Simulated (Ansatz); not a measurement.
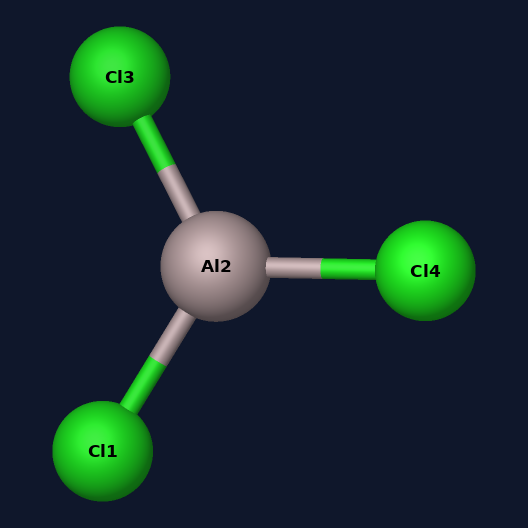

The geometry was computed by an optimisation with PBE-D4/def2-SVP. No frequency run is at hand to confirm it as a minimum.

Q: How are the neighbours of atom 2 arranged?

A: Al2 has 3 neighbours (Cl1 at 2.09, Cl3 at 2.09, Cl4 at 2.09 Å); the arrangement is trigonal planar.
